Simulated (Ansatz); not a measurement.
Input file:

```
crystal:
  periodic: [false, false, false]
  atoms:
    - symbol: C
      position_ang: [0.085405, 0.646722, 2.742623]
    - symbol: C
      position_ang: [1.070367, 2.061460, -2.098998]
    - symbol: Cu
      position_ang: [0.311013, 0.729303, -0.908984]
    - symbol: Si
      position_ang: [-0.696558, 0.391507, 1.038706]
    - symbol: H
      position_ang: [-0.467199, 0.071618, 3.506748]
    - symbol: H
      position_ang: [1.146557, 0.360351, 2.774546]
    - symbol: H
      position_ang: [-0.003174, 1.710626, 3.029611]
    - symbol: H
      position_ang: [-2.122194, 0.825173, 1.307323]
    - symbol: H
      position_ang: [1.927517, 2.571343, -1.630152]
    - symbol: H
      position_ang: [0.319307, 2.815777, -2.383747]
    - symbol: H
      position_ang: [1.419548, 1.545556, -3.012442]
basis:
  gaussian: {orbitals: def2-TZVPD}
hamiltonian: {xc: pbe0}
output: {forces: true, orbitals: {seedname: orbitals}}
```

Command:

```sh
ansatz run input.yaml --threads 2 --pin off --max-ram 4350MiB --events-out events.jsonl --progress --plain --runs-dir runs
```

Geometry: B3LYP-D3(BJ)/def2-SVP.

All numbers below come from isolated molecule in a Gaussian basis; Kohn-Sham density functional theory, functional PBE0 in Ansatz 0.2.0.

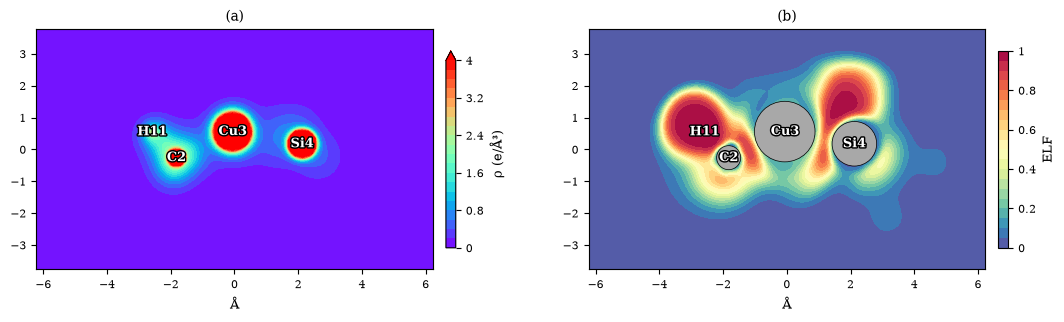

C$_{2}$H$_{7}$CuSi (SMILES C[SiH+][Cu-][CH3]). (a) electron density; (b) electron localisation function on the plane of atoms Cu3, C2 and H11. Grey discs cover the atomic cores in the ELF map.

### Interpret the plot.

The section cuts through C, Cu, Si and H sites. C–Cu (1.94 Å): the density is about 0.77 e/Å³ at the midpoint; the ELF peaks at about 0.90 in the valence shell of C, 0.7 Å from its nucleus, and is about 0.40 at the midpoint. Cu–Si (2.22 Å): ρ at the midpoint is about 0.55 e/Å³; the ELF peaks at about 0.75 between the atoms. C–H (1.11 Å): ρ is about 1.9 e/Å³ halfway; the ELF climbs to about 1 towards the hydrogen, as it does in any bond to H (a covalent bond by its length).
